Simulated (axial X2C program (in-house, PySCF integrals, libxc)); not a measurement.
HfBr: relativistic diatomic calculation

System: HfBr, single determinant with Ω = 5/2 (not the lowest found). The distance is the PBE0 minimum at charge 0.
Method: expectation values, HF and Kohn-Sham, two-component X2C with atomic mean-field Coulomb and Gaunt terms, Hf dyall-cv3z, Br dyall-cv3z (cores contracted) (axial X2C program (in-house, PySCF integrals, libxc)).

## The program's output
```
two-component X2C + atomic mean field  PBE0
basis functions 287  fitting functions 1490  grid points 5805
iter        total energy     max residual
   1     -17681.621212293     8.84e-06
   2     -17681.621212306     1.26e-05
   3     -17681.621212311     5.98e-06
   4     -17681.621212318     3.86e-06
   5     -17681.621212325     1.26e-06
   6     -17681.621212325     5.64e-07
converged
one-electron -25386.31865930  Coulomb 7579.63459912  exact exchange -99.68443882  xc functional -305.62354499  nuclear repulsion 544.07448858  atomic mean-field constant -13.70365691
```

## Expectation values by level of theory

| quantity | PBE0 | HF | BP86 | B3LYP | BHandHLYP |
| --- | --- | --- | --- | --- | --- |
| effective field for an electron dipole moment (GV/cm) | 20.7 | 58.1 | 14.5 | 13.0 | 21.1 |
| field gradient at the first nucleus (a.u.) | −2.38 | −5.19 | −1.54 | −1.88 | −2.80 |
| field gradient at the second nucleus (a.u.) | 0.677 | 0.275 | 0.663 | 0.686 | 0.615 |
| A∥/gI, first nucleus (MHz) | 207 | 435 | 227 | 214 | 184 |
| A∥/gI, second nucleus (MHz) | −14.4 | −24.6 | −9.00 | −11.7 | −17.0 |

Each column comes from one determinant, in a basis with contracted cores. The levels disagree widely: the effective field runs from 13.0 to 58.1 GV/cm, A∥/gI at the first nucleus runs from 184 to 435 MHz, A∥/gI at the second nucleus runs from −24.6 to −9.00 MHz, the field gradient at the first nucleus runs from −5.19 to −1.54 a.u. and the field gradient at the second nucleus runs from 0.275 to 0.686 a.u. They may not all have settled in the same state, and these values aren't reliable properties of the molecule.

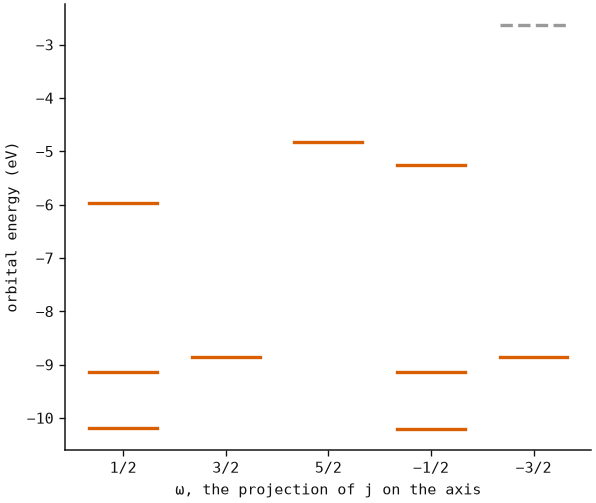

Orbital energies (PBE0) near the frontier at 2.45 Å, filled (solid) and empty (dashed). The highest filled spinor (5/2; 100 % Hf d) lies at −4.83 eV, the lowest empty one (−3/2; 99 % Hf d) at −2.63 eV.

## Input
```
{"zs": [72, 35], "q": 0, "bas": ["dyall-cv3z", "dyall-cv3z"], "r0": 2.66, "levels": ["PBE0", "HF", "BP86", "B3LYP", "BHandHLYP"], "nst": 3}
```

The line is the task of a batch: nuclear charges, charge, bases, the levels to run, a first guess of the distance and further settings. This report covers the levels named above. The log is that of the reference distance, started from orbitals converged before.

The run was one of a batch that the task file lists, launched with:
```bash
python <driver script> task.json out
```

## Summary

```
   quantity                                                                 value
    outcome                       converged; the levels of theory disagree widely
   hardware  1 thread of Arm Neoverse N1, 24 GiB of memory available, shared host
  wall time                                                                  18 s
peak memory                                                              0.68 GiB
```
